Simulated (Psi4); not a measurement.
**Run report: CH7AlNO (charge +1), interaction calculation (part 1 of 2)**

The run: interaction calculation of CH7AlNO, charge +1, SMILES [NH4+].[CH3][Al]=[O]. Method and program: PBE/jun-cc-pVDZ, RKS (Psi4 1.11).

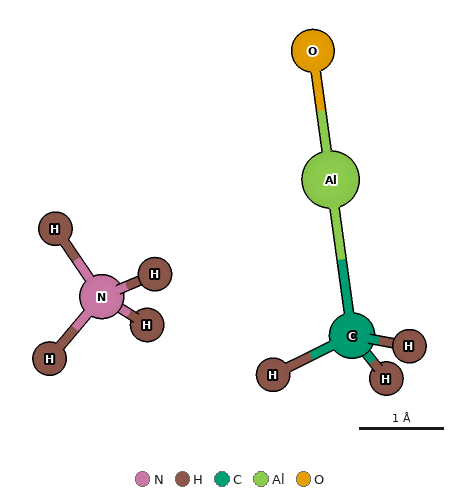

*The input geometry (ball-and-stick view, seen at a tilt). Sticks mark near contacts.*

Bond lengths as drawn: Al–C 1.93 Å, Al–O 1.60 Å, C–H 1.09 Å and H–N 1.03 Å.

Input (job.dat):
```
memory 1600 mb

molecule {
  1 1
  N      0.000080     0.000050    -0.000010
  H      0.455870    -0.450720     0.805650
  H     -0.977900     0.217540     0.236550
  H      0.024080    -0.637350    -0.808220
  H      0.497880     0.870480    -0.233970
  --
  0 1
  C      1.097920    -0.404560     3.811450
  Al     0.988590    -2.139860     2.962580
  O      0.898270    -3.571220     2.262210
  H      0.100150     0.018440     3.947550
  H      1.684270     0.284540     3.199470
  H      1.574360    -0.486960     4.790880
  symmetry c1
  no_reorient
  no_com
}

set basis jun-cc-pVDZ
set reference rks

energy('pbe', bsse_type='cp')
```

Launched with:
```bash
psi4 -i job.dat -o job.out -n 1
```

Output:
```
Psi4 1.11 release

  //>>>>>>>>>>>>>>>>>>>>>>>>>>>>>>>>>>>//
  //   ManyBody Setup: N-Body Levels 2 //
  //<<<<<<<<<<<<<<<<<<<<<<<<<<<<<<<<<<<//

    Model chemistry "(auto)" (§A):          3
        Number of 1-body computations:      2 (nocp: 0, cp: 2, vmfc_compute: 0)
        Number of 2-body computations:      1 (nocp: 0, cp: 1, vmfc_compute: 0)

    -----------------------------------------------------------------------
                               Psi4 1.11 release

    h
    h
    h

    -----------------------------------------------------------------------

    Memory:     1.5 GiB
    Threads:    1
                ecpint, einsums, f̶o̶r̶t̶e̶, gauxc, gcp, g̶d̶m̶a̶, geometric, g̶p̶u̶_̶d̶f̶c̶c̶,
                i̶n̶t̶e̶g̶r̶a̶t̶o̶r̶x̶x̶, i̶p̶i̶, libefp, m̶d̶i̶, m̶p̶2̶d̶, m̶r̶c̶c̶, ooo,
                o̶p̶e̶n̶f̶e̶r̶m̶i̶o̶n̶p̶s̶i̶4̶, pcmsolver, p̶s̶i̶4̶f̶o̶c̶k̶c̶i̶, p̶s̶i̶x̶a̶s̶,
                p̶y̶e̶i̶n̶s̶u̶m̶s̶, r̶e̶s̶p̶, s̶i̶m̶i̶n̶t̶, s̶n̶s̶m̶p̶2̶,
                v̶2̶r̶d̶m̶_̶c̶a̶s̶s̶c̶f̶

   => Loading Basis Set <=

    Name: JUN-CC-PVDZ
    Role: ORBITAL
    Keyword: BASIS

         ---------------------------------------------------------
                                   SCF
                              RKS Reference
                        1 Threads,   1525 MiB Core
         ---------------------------------------------------------

  ==> Geometry <==

    Molecular point group: c1
    Full point group: C1

    Geometry (in Bohr), charge = 0, multiplicity = 1:

       Center              X                  Y                   Z               Mass
    ------------   -----------------  -----------------  -----------------  -----------------
      Gh(N)           0.000151178090     0.000094486306    -0.000018897261    14.003074004430
      Gh(H)           0.861469448812    -0.851737359266     1.522457852975     1.007825032230
      Gh(H)          -1.847963178085     0.411091021332     0.447014714977     1.007825032230
      Gh(H)           0.045504605101    -1.204416946061    -1.527314449117     1.007825032230
      Gh(H)           0.940856843343     1.644968797688    -0.442139221573     1.007825032230
         C            2.074768107663    -0.764507601315     7.202596640876    12.000000000000
         AL           1.868164350366    -4.043749346822     5.598464824759    26.981538530000
         O            1.697484286715    -6.748627733758     4.274957338272    15.994914619570
         H            0.189256071465     0.034846549753     7.459788366551     1.007825032230
         H            3.182809021325     0.537702671738     6.046122046619     1.007825032230
         H            2.975109222876    -0.920221034053     9.053451099933     1.007825032230

  Running in c1 symmetry.

  Rotational constants: A =      0.16192  B =      0.02021  C =      0.01808 [cm^-1]
  Rotational constants: A =   4854.27750  B =    605.78698  C =    542.04843 [MHz]
  Nuclear repulsion =   83.909530919684798

  Charge       = 0
  Multiplicity = 1
  Electrons    = 30
  Nalpha       = 15
  Nbeta        = 15

  ==> Algorithm <==

  SCF Algorithm Type is DF.
  DIIS enabled.
  MOM disabled.
  Fractional occupation disabled.
  Guess Type is SAD.
  Energy threshold   = 1.00e-06
  Density threshold  = 1.00e-06
  Integral threshold = 1.00e-12

  ==> Primary Basis <==

  Basis Set: JUN-CC-PVDZ
    Blend: JUN-CC-PVDZ
    Number of shells: 55
    Number of basis functions: 111
    Number of Cartesian functions: 115
    Spherical Harmonics?: true
    Max angular momentum: 2

  ==> DFT Potential <==

   => LibXC <=

    Version 7.1.2

   => Composite Functional: PBE <=

    PBE GGA Exchange-Correlation Functional

    Deriv               =              1
    GGA                 =           TRUE
    Meta                =          FALSE

    Exchange Hybrid     =          FALSE
    MP2 Hybrid          =          FALSE

   => Exchange Functionals <=

    1.0000     XC_GGA_X_PBE

   => Correlation Functionals <=

    1.0000     XC_GGA_C_PBE

   => LibXC Density Thresholds  <==

    XC_GGA_C_PBE:  1.00E-12
    XC_GGA_X_PBE:  1.00E-15

   => Molecular Quadrature <=

    Radial Scheme          =       TREUTLER
    Pruning Scheme         =           NONE
    Nuclear Scheme         =       TREUTLER

    Blocking Scheme        =         OCTREE
    BS radius alpha        =              1
    Pruning alpha          =              1
    Radial Points          =             75
    Spherical Points       =            302
    Total Points           =         239249
    Total Blocks           =           1852
    Max Points             =            256
    Max Functions          =            111
    Weights Tolerance      =       1.00E-15

   => Loading Basis Set <=

    Name: (JUN-CC-PVDZ AUX)
    Role: JKFIT
    Keyword: DF_BASIS_SCF

  ==> Integral Setup <==

  DFHelper Memory: AOs need 0.050 GiB; user supplied 0.531 GiB.
  SCF_SUBTYPE=INCORE selected. In-core MEM_DF algorithm will be used.
  Using in-core AOs.

  ==> MemDFJK: Density-Fitted J/K Matrices <==

    J tasked:                   Yes
    K tasked:                    No
    wK tasked:                   No
    Memory [MiB]:               544
    Algorithm:                 Core
    Schwarz Cutoff:           1E-12
    Mask sparsity (%):       2.9381
    Fitting Condition:        1E-10

   => Auxiliary Basis Set <=

  Basis Set: (JUN-CC-PVDZ AUX)
    Blend: JUN-CC-PVDZ-JKFIT
    Number of shells: 183
    Number of basis functions: 519
    Number of Cartesian functions: 588
    Spherical Harmonics?: true
    Max angular momentum: 3

  Cached 100.0% of DFT collocation blocks in 0.586 [GiB].

  Minimum eigenvalue in the overlap matrix is 1.0961836269E-03.
  Reciprocal condition number of the overlap matrix is 1.5272456219E-04.
    Using symmetric orthogonalization.

  ==> Pre-Iterations <==

  SCF Guess: Superposition of Atomic Densities via on-the-fly atomic UHF (no occupation information).

   -------------------------
    Irrep   Nso     Nmo
   -------------------------
     A        111     111
   -------------------------
    Total     111     111
   -------------------------

  ==> Iterations <==

                           Total Energy        Delta E     RMS |[F,P]|

   @DF-RKS iter SAD:  -356.56054075629891   -3.56561e+02   0.00000e+00
   @DF-RKS iter   1:  -356.44502503701045    1.15516e-01   1.19669e-02 ADIIS/DIIS
   @DF-RKS iter   2:  -349.34175917293152    7.10327e+00   2.19221e-02 ADIIS/DIIS
   @DF-RKS iter   3:  -356.49824420368742   -7.15649e+00   1.02894e-02 ADIIS/DIIS
   @DF-RKS iter   4:  -357.18244867981878   -6.84204e-01   3.78804e-03 ADIIS/DIIS
   @DF-RKS iter   5:  -357.27851706332297   -9.60684e-02   1.53338e-03 ADIIS/DIIS
   @DF-RKS iter   6:  -357.29228568637529   -1.37686e-02   4.34074e-04 ADIIS/DIIS
   @DF-RKS iter   7:  -357.29285461175300   -5.68925e-04   3.45354e-04 ADIIS/DIIS
   @DF-RKS iter   8:  -357.29341157970038   -5.56968e-04   1.56589e-04 ADIIS/DIIS
   @DF-RKS iter   9:  -357.29355550889500   -1.43929e-04   1.79927e-05 DIIS
   @DF-RKS iter  10:  -357.29355752247125   -2.01358e-06   1.68546e-06 DIIS
   @DF-RKS iter  11:  -357.29355754258825   -2.01170e-08   4.64907e-08 DIIS
  Energy and wave function converged.

  ==> Post-Iterations <==

   Electrons on quadrature grid:
      Ntotal   =   29.9999406783 ; deviation = -5.932e-05

    Orbital Energies [Eh]
    ---------------------

    Doubly Occupied:

       1A    -55.404016     2A    -18.705972     3A     -9.925751
       4A     -3.948844     5A     -2.553684     6A     -2.553657
       7A     -2.546892     8A     -0.777996     9A     -0.661573
      10A     -0.396656    11A     -0.396636    12A     -0.346087
      13A     -0.253589    14A     -0.223109    15A     -0.223100

    Virtual:

      16A     -0.087015    17A     -0.047209    18A     -0.047120
      19A     -0.009307    20A      0.013143    21A      0.014320
      22A      0.031181    23A      0.048781    24A      0.054287
      25A      0.054876    26A      0.061466    27A      0.073226
      28A      0.080433    29A      0.108316    30A      0.118384
      31A      0.135443    32A      0.155979    33A      0.169551
      34A      0.192278    35A      0.202407    36A      0.214135
      37A      0.226302    38A      0.242386    39A      0.253003
      40A      0.264851    41A      0.298111    42A      0.310340
      43A      0.332544    44A      0.350885    45A      0.354963
      46A      0.359768    47A      0.373248    48A      0.373738
      49A      0.427968    50A      0.521027    51A      0.543384
      52A      0.546955    53A      0.578621    54A      0.609714
      55A      0.638399    56A      0.670929    57A      0.686085
      58A      0.707789    59A      0.775843    60A      0.833443
      61A      0.904218    62A      0.984045    63A      0.987373
      64A      1.122210    65A      1.203320    66A      1.209881
      67A      1.275253    68A      1.319942    69A      1.547391
      70A      1.550142    71A      1.577184    72A      1.612561
      73A      1.625500    74A      1.636698    75A      1.644647
      76A      1.659090    77A      1.676416    78A      1.694106
      79A      1.856361    80A      1.859264    81A      2.016462
      82A      2.020122    83A      2.051254    84A      2.062448
      85A      2.073043    86A      2.146292    87A      2.296486
      88A      2.303685    89A      2.305054    90A      2.344557
      91A      2.366397    92A      2.380434    93A      2.492266
      94A      2.579535    95A      2.585845    96A      2.619159
      97A      2.621582    98A      2.676086    99A      2.679378
     100A      2.691182   101A      2.968020   102A      3.612891
     103A      3.617290   104A      3.651016   105A      3.664007
     106A      3.665949   107A      3.766371   108A      5.870947
     109A      5.881077   110A      5.883327   111A     25.473667

    Final Occupation by Irrep:
              A
    DOCC [    15 ]
    NA   [    15 ]
    NB   [    15 ]

  @DF-RKS Final Energy:  -357.29355754258825

   => Energetics <=

    Nuclear Repulsion Energy =             83.9095309196847978
    One-Electron Energy =                -660.7325066746631137
    Two-Electron Energy =                 253.0202809202718868
    DFT Exchange-Correlation Energy =     -33.4908627078818455
    Empirical Dispersion Energy =           0.0000000000000000
    VV10 Nonlocal Energy =                  0.0000000000000000
    Total Energy =                       -357.2935575425882462

Computation Completed

Properties will be evaluated at   0.000000,   0.000000,   0.000000 [a0]

Properties computed using the SCF density matrix

 Multipole Moments:

 ------------------------------------------------------------------------------------
     Multipole            Electronic (a.u.)      Nuclear  (a.u.)        Total (a.u.)
 ------------------------------------------------------------------------------------

 L = 1.  Multiply by 2.5417464519 to convert [e a0] to [Debye]
 Dipole X            :        -56.5360837           56.6617938            0.1257101
 Dipole Y            :        113.4804966         -111.4924808            1.9880158
 Dipole Z            :       -171.7838825          172.7546428            0.9707603
 Magnitude           :                                                    2.2159389

 ------------------------------------------------------------------------------------

	total time  =          9 seconds =       0.15 minutes

    Psi4 run time: 0:00:09.64

    -----------------------------------------------------------------------
                               Psi4 1.11 release

    h
    h
    h
```
